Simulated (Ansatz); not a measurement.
# FH₂InO: vertical ionisation energy

How much energy removes an electron from FH₂InO at fixed geometry? The cation is run at each level and the neutral's energy taken from earlier runs.

The runs use Ansatz 0.2.0, Gaussian basis; unrestricted cation, the program's frozen cores in correlated methods.

Levels to be run: UKS PBE-D4/def2-TZVPP; UKS r2SCAN-D4/def2-TZVPP; UKS PBE0-D4/def2-TZVPP; UKS B3LYP-D4/def2-TZVPP; UKS wB97X-V/def2-TZVPP; UKS wB97M-V/def2-TZVPP; UKS B2PLYP/def2-TZVPP; UHF-CCSD(T)/def2-TZVPP; UHF-MP2/def2-QZVPP; extrapolation to the limit; then −ε(HOMO) from the neutral's earlier runs with LDA (SPW92), PBE-D4, revPBE-D4, BLYP-D4, r2SCAN-D4, B97M-V, PBE0-D4, B3LYP-D4, r2SCANh-D4, r2SCAN0-D4, HSE06-D4, BHLYP-D4, CAM-B3LYP-D4, LC-ωPBE, ωB97X-V, ωB97M-V.

### 1 The geometry

An earlier PBE0-D4 in a triple-zeta def2 set relaxation fixed the geometry. In takes the def2 core potential; no spin-orbit term is included.

SMILES `[OH][InH][F]`, 5 atoms, charge 0, spin multiplicity 1.

Atoms are counted from 1 here; the program's logs count them from 0.

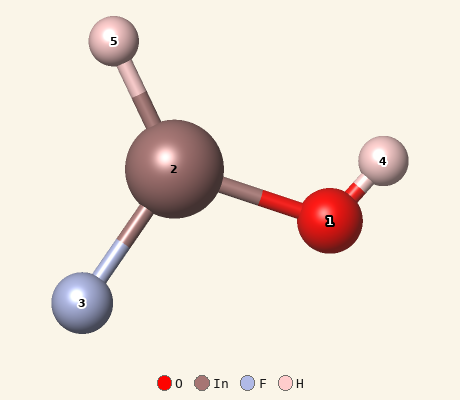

The geometry (oxygen red, indium brown, fluorine light blue, hydrogen pink); atoms are numbered from 1 in the order of the file.

### 2 Cation, UKS PBE-D4/def2-TZVPP

The input, in.yaml:

```yaml
crystal:
  periodic: [false, false, false]
  atoms:
    - {symbol: O, position_ang: [-1.279452, -0.345914, -0.577374]}
    - {symbol: In, position_ang: [0.480065, 0.042509, 0.210023]}
    - {symbol: F, position_ang: [1.185877, -1.654657, 0.841508]}
    - {symbol: H, position_ang: [-1.725207, 0.429769, -0.925736]}
    - {symbol: H, position_ang: [1.388517, 1.454693, 0.410179]}
basis:
  gaussian: {orbitals: def2-TZVPP}
total_charge: 1
magnetization: {spin_polarized: true, initial_magnetization: 1}
hamiltonian: {xc: pbe, dispersion: d4}
```

After this run come: Cation, UKS r2SCAN-D4/def2-TZVPP; Cation, UKS PBE0-D4/def2-TZVPP; Cation, UKS B3LYP-D4/def2-TZVPP; Cation, UKS wB97X-V/def2-TZVPP; Cation, UKS wB97M-V/def2-TZVPP; Cation, UKS B2PLYP (frozen core)/def2-TZVPP; Cation, UHF-CCSD(T)/def2-TZVPP; Cation, UHF-MP2/def2-QZVPP.

Q: Predict the results of all the runs planned. Wanted: ionisation energy, CCSD(T)/CBS; nearest functional by difference; nearest −ε(HOMO); −ε(HOMO) of PBE; T1 of the cation.

As calculated:

| quantity | value |
| --- | --- |
| ionisation energy, CCSD(T)/CBS | 11.69 eV |
| nearest functional by difference | B2PLYP (-0.18 eV) |
| nearest −ε(HOMO) | LC-ωPBE (+0.07 eV) |
| −ε(HOMO) of PBE | 7.25 eV |
| T1 of the cation | 0.018 |

**Reading.** Energy differences with functionals land within 0.83 eV of the reference. The PBE orbital energy is 4.4 eV too small: a semilocal HOMO is no ionisation energy. Among orbital estimates LC-ωPBE comes nearest. Hartree-Fock falls 1.92 eV short, as the neutral has more correlation energy than the cation. The cation may have settled in a state other than its lowest; no search over hole states beyond the program's own was made. Correlated methods include outer-core shells of In, which these sets cover unevenly. With outer-core shells in play the reference is unsure by up to some tenths of an eV, so close misses can't be ranked.
